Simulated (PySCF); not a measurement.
Consider C5H9ClSSi.

```
atom    x (Å)    y (Å)    z (Å)
   C  -1.8921   0.2343   1.1134
   C  -1.1936   0.9966   0.2876
  Cl  -1.1138   2.7153   0.5700
   C  -0.4122   0.5732  -0.8872
   C  -0.7011  -0.7182  -1.6068
   C   0.5585  -0.5909  -0.8215
   S   0.7637  -1.5600   0.6754
  Si   2.0741  -0.2529   1.7639
   H  -1.9547  -0.8289   0.9733
   H  -2.4117   0.6472   1.9588
   H  -0.0826   1.4050  -1.4991
   H  -0.6400  -0.7291  -2.6847
   H  -1.4755  -1.3507  -1.2039
   H   1.4928  -0.4833  -1.3566
   H   2.3140  -0.9838   2.9933
   H   1.3915   1.0183   1.9545
   H   3.2756  -0.0798   0.9530
```

Geometry: GFN2-xTB.

All numbers below come from PySCF, PBE0/pcSseg-1, SCF density, gas phase, non-relativistic.

**What will maps of the electron density and electron localisation function show?**

C–C (1.32 Å): the density is about 2.3 e/Å³ at the midpoint; the ELF peaks at about 0.90 between the atoms; a multiple bond.
C–Cl (1.74 Å): the density is about 1.4 e/Å³ at the midpoint; the ELF peaks at about 0.90 between the atoms: a shared electron pair.
C–H (1.07 Å): ρ at the midpoint is about 2.1 e/Å³; the ELF climbs to about 1 towards the hydrogen, as it does in any bond to H (an ordinary covalent bond to hydrogen).
C–C (1.47 Å): the density is about 1.8 e/Å³ at the midpoint; the ELF peaks at about 0.95 between the atoms; a covalent bond.

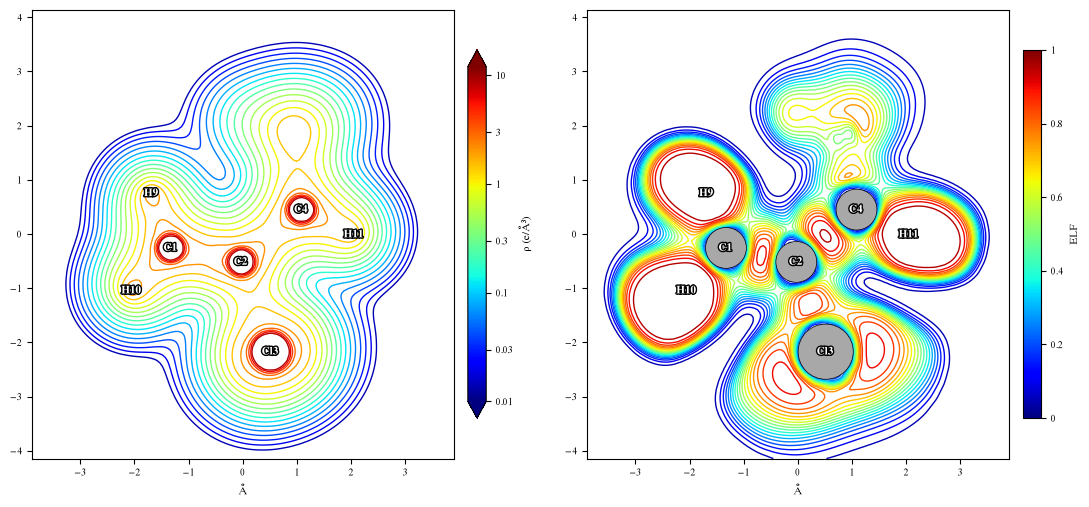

Computed electron density and electron localisation function on the plane of atoms C2, C1 and H9, in this order. Grey discs cover the atomic cores in the ELF map. 
